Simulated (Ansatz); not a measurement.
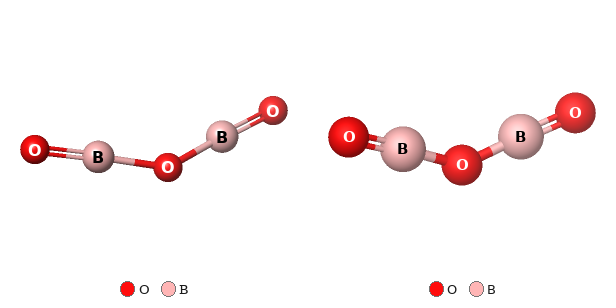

The same structure drawn twice, from different directions.

Computed geometry: PBE0-D4/def2-TZVP optimisation.

> Give the formula.

B₂O₃, 5 atoms: 2 boron and 3 oxygen.

> Write the SMILES.

O=BOB=O

> Count the bonded pairs by element.

4 B–O.

The parts below concern this one geometry. Atoms keep their numbers from picture to picture.

### Shape

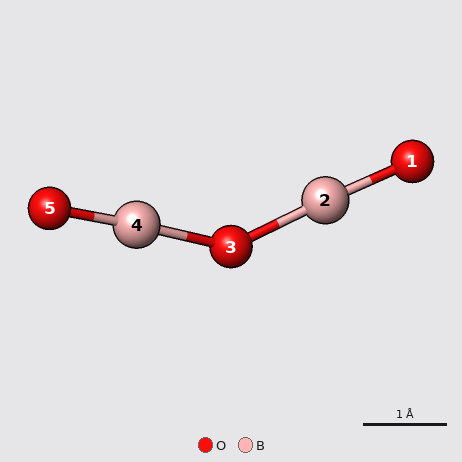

Estimate the angles B2–O3–B4, O1–B2–O3.

```tsv
angle	degrees
B2–O3–B4	141.5
O1–B2–O3	177.8
```

### Vibrations

Harmonic vibrations computed with RKS PBE0-D4/def2-TZVP (Ansatz 0.2.0) at a stationary point of the same level.

> How many vibrational modes are there, and where do they lie?

9 modes: 89, 472, 480, 502, 539, 753, 1264, 2141, 2144 cm⁻¹.

### Dipole moment

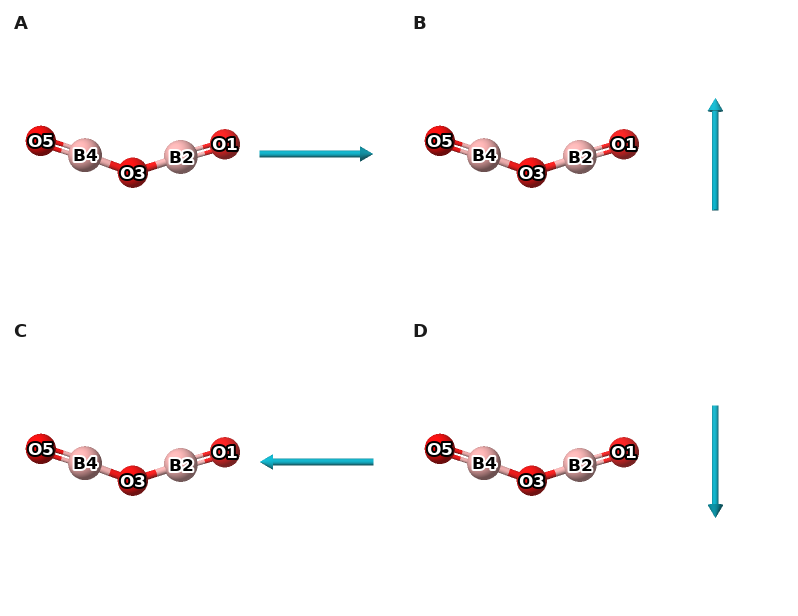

The same molecule four times, each with an arrow. Level of theory: RKS PBE-D4/def2-TZVPP (Ansatz 0.2.0).

> Which arrow points along the dipole moment, from the negative to the positive end?

D. The dipole moment is 1.18 D; it points from the side of O1, O5 to the side of O3 (the outermost atoms at the two ends).

### Levels of theory compared

Program: Ansatz 0.2.0.

At this fixed geometry, give vertical IP (eV) at these levels: B2PLYP (frozen core)/def2-TZVPP; B3LYP-D4/def2-TZVPP; CCSD(T)/CBS (MP2 limit from def2-TZVPP and def2-QZVPP plus CCSD(T) − MP2); PBE-D4/def2-TZVPP; PBE0-D4/def2-TZVPP; r2SCAN-D4/def2-TZVPP; ωB97M-V/def2-TZVPP; ωB97X-V/def2-TZVPP.

| level | vertical IP (eV) |
| --- | --- |
| B2PLYP (frozen core)/def2-TZVPP | 12.79 |
| B3LYP-D4/def2-TZVPP | 12.48 |
| CCSD(T)/CBS (MP2 limit from def2-TZVPP and def2-QZVPP plus CCSD(T) − MP2) | 13.32 |
| PBE-D4/def2-TZVPP | 12.06 |
| PBE0-D4/def2-TZVPP | 12.49 |
| r2SCAN-D4/def2-TZVPP | 12.17 |
| ωB97M-V/def2-TZVPP | 12.95 |
| ωB97X-V/def2-TZVPP | 12.99 |
